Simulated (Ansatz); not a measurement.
## A correction line for PBE-D4/def2-TZVPP: vertical ionisation energy

The vertical ionisation energy (cation less neutral) in eV of 7 Se-containing molecules: x at PBE-D4/def2-TZVPP, y at CCSD(T)/def2-TZVPP. Shapes, held fixed at every level: PBE0-D4/def2-TZVP. Flexible molecules stand in one conformer, not always the lowest. Programs: Ansatz 0.2.0.

```
                molecule  x (eV)  y (eV)
                SeH(CH3)    8.90    8.96
  SnSe (SMILES [Se][Sn])    9.14    9.13
              Se(SeCl)Cl    9.18    9.56
              AlH3(SeH2)    9.73   10.40
H2Se (hydrogen selenide)    9.79       ?
               BH3(SeH2)   10.46   10.91
CSeO (carbonyl selenide)   10.51   10.45
```

Task: Fit y = c + s·x to the known rows and predict y for H2Se.

Result: 
1. Means of the 6 rows: x = 9.6533, y = 9.902.
2. Σ(Δx)² = 2.4455, Σ(Δx·Δy) = 2.5886, so the slope is 2.5886/2.4455 = 1.0585.
3. Intercept: 9.902 − (1.0585) × 9.6533 = -0.316. The largest residual of the fit is 0.42.
4. H2Se: -0.316 + 1.0585 × 9.79 = 10.05 eV.

CCSD(T)/def2-TZVPP gives 9.75 eV, so the prediction is off by +0.30 eV, within the largest residual. Uncorrected, PBE-D4/def2-TZVPP misses H2Se by +0.04 eV, and the other rows by 0.27 on average. The line makes this one worse. Left out in turn, the other rows are missed by 0.37 eV on average, worse than no correction. Cations run unrestricted. For atoms past krypton def2 sets carry core potentials with scalar relativity. Relativity is left out for Se. Outer-core shells of Se, Sn are correlated, in sets that cover them unevenly.

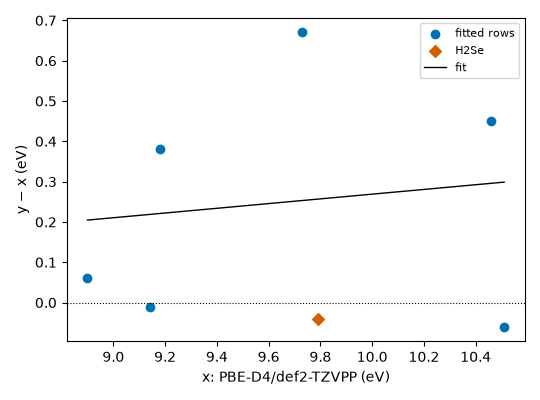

The correction y − x against x, with the fitted line and the withheld molecule.
